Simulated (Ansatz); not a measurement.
The figure comes from a scan of FeNi3 (Cu3Au type): volume and axial ratio are varied about the relaxed values (subscript 0). Computed with PBE (plane waves to 420 eV, PAW, scalar-relativistic; Ansatz, a quantum-chemistry and plane-wave program). k mesh 13×13×13 (Γ-centred), Fermi-Dirac smearing 0.05 eV. Energies are smeared free energies. With partly filled bands, the response to shear is sensitive to the k mesh, so small differences along c/a are uncertain. FeNi3 was relaxed with its symmetry unable to fall. Relaxed FeNi3 ends ferromagnetic. The magnetic order is the one the run started from; other orders were not tried. ΔE is measured from the relaxed starting cell.

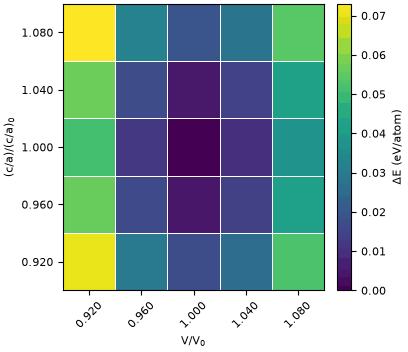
*ΔE (eV/atom), one tile a computed point.*

Problem. Turn the plot into a table (rounded to what can be read).

Solution. To the nearest 0.01:

ΔE (eV/atom), with V/V₀ across and (c/a)/(c/a)₀ down:

| (c/a)/(c/a)₀ \ V/V₀ | 0.920 | 0.960 | 1.000 | 1.040 | 1.080 |
|---|---|---|---|---|---|
| 0.920 | 0.07 | 0.03 | 0.02 | 0.03 | 0.05 |
| 0.960 | 0.06 | 0.02 | 0.00 | 0.01 | 0.04 |
| 1.000 | 0.05 | 0.01 | 0.00 | 0.01 | 0.04 |
| 1.040 | 0.06 | 0.02 | 0.00 | 0.01 | 0.04 |
| 1.080 | 0.07 | 0.03 | 0.02 | 0.03 | 0.05 |

(Under strain, the slope of the energy per volume gives the stress and its curvature an elastic modulus.)
